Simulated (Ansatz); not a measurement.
## Electronic structure of C2H8Zn in real space

The calculation's input:

```
crystal:
  periodic: [false, false, false]
  atoms:
    - {symbol: Zn, position_ang: [-0.225742, -0.074040, -0.445097]}
    - {symbol: C, position_ang: [0.754794, 1.402770, 0.819346]}
    - {symbol: C, position_ang: [-0.714580, -1.946311, -0.409084]}
    - {symbol: H, position_ang: [0.143643, 1.513681, -0.571246]}
    - {symbol: H, position_ang: [-0.342798, 1.334883, -1.527806]}
    - {symbol: H, position_ang: [1.728915, 0.933569, 0.981317]}
    - {symbol: H, position_ang: [0.934868, 2.470021, 0.653367]}
    - {symbol: H, position_ang: [0.155678, 1.317336, 1.730023]}
    - {symbol: H, position_ang: [-0.528531, -2.384289, 0.572783]}
    - {symbol: H, position_ang: [-1.771757, -2.068159, -0.652621]}
    - {symbol: H, position_ang: [-0.134291, -2.499461, -1.150883]}
basis:
  gaussian: {orbitals: def2-TZVPP}
hamiltonian: {xc: pbe0, dispersion: d4}
output: {orbitals: {seedname: orbitals}}
```

Run with:

```sh
ansatz run in.yaml --threads 8 --pin off --events-out ev --progress --plain --max-ram 19148MiB
```

A transition-state structure; geometry: PBE0-D4/def2-TZVP.

Theory: RKS PBE0-D4/def2-TZVPP in Ansatz 0.2.0.

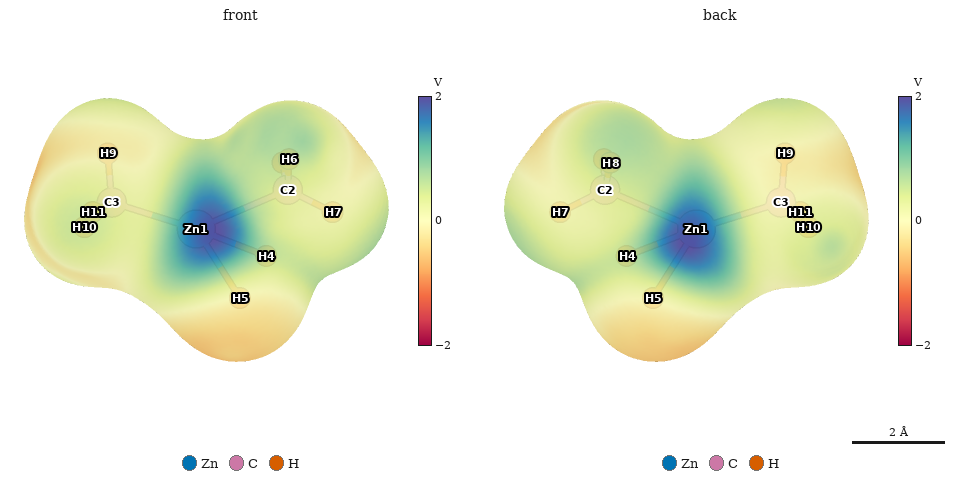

Figure 1. The molecular electrostatic potential painted on the density surface at 0.002 e/bohr³, seen from the front and from behind; red is negative and blue positive.

> Which sites attract a positive test charge, and which a negative one?

A positive charge is drawn to the negative regions and a negative charge to the positive ones. The most negative region (about −0.6 V) lies over C3 and H5, the most positive (about +1.9 V) over Zn1.

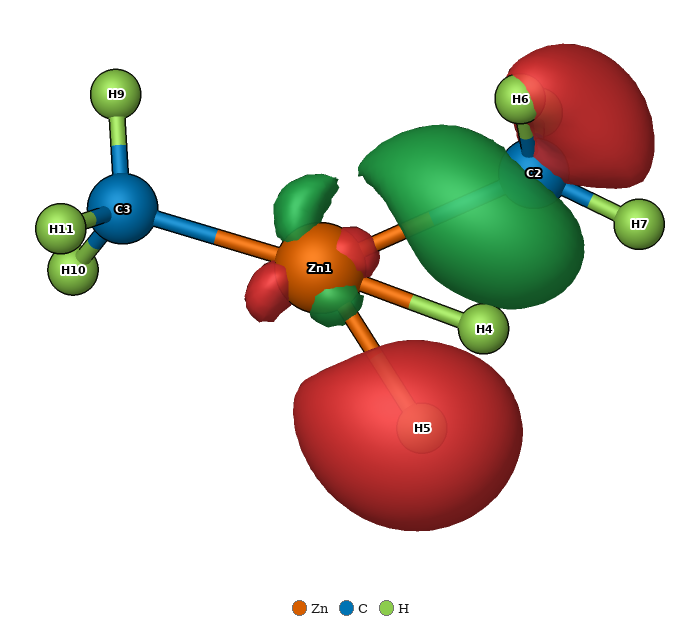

Figure 2. The HOMO at ±0.15 Å⁻³ᐟ² (green and red are the two phases), seen across its widest extent.

> What is the character of this orbital?

It lies mainly on C2 (about 35 %), H5 (about 30 %), Zn1 (about 20 %) and H4 (about 5 %). Its energy is −6.47 eV.

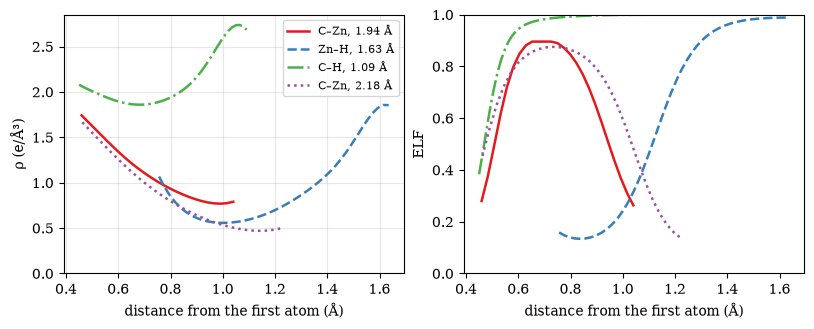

Figure 3. Electron density and ELF along straight lines between neighbouring atoms. The curves leave out the atomic cores.

> Compare the contacts.

C–Zn (1.94 Å): ρ at the midpoint is about 0.77 e/Å³; the ELF peaks at about 0.90 in the valence shell of C, 0.7 Å from its nucleus, and is about 0.45 at the midpoint.
Zn–H (1.63 Å): ρ is about 0.79 e/Å³ halfway; the ELF climbs to about 1 towards the hydrogen.
C–H (1.09 Å): the density is about 2 e/Å³ at the midpoint; the ELF climbs to about 1 towards the hydrogen: a covalent bond by its length.
C–Zn (2.18 Å): the density is about 0.48 e/Å³ at the midpoint; the ELF peaks at about 0.90 in the valence shell of C, 0.7 Å from its nucleus, and is about 0.35 at the midpoint.

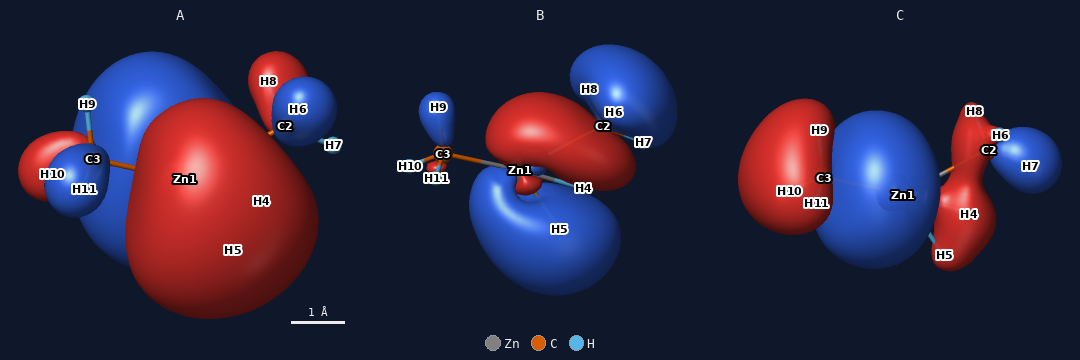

Figure 4. Three frontier orbitals at ±0.06 Å⁻³ᐟ² (red and blue are the two phases), in no order.

> Which picture is the HOMO−1, the HOMO and the LUMO?

C is the HOMO−1 (−8.00 eV). It lies mainly on C3 (about 45 %) and Zn1 (about 30 %). B is the HOMO (−6.47 eV). Its weight (Hirshfeld) is mainly on C2 (about 35 %), H5 (about 30 %), Zn1 (about 20 %) and H4 (about 5 %). A is the LUMO (−0.21 eV). By Hirshfeld shares it lies mainly on Zn1 (about 70 %) and H5 (about 5 %).

> What is the HOMO–LUMO gap?

6.26 eV between the orbital energies.
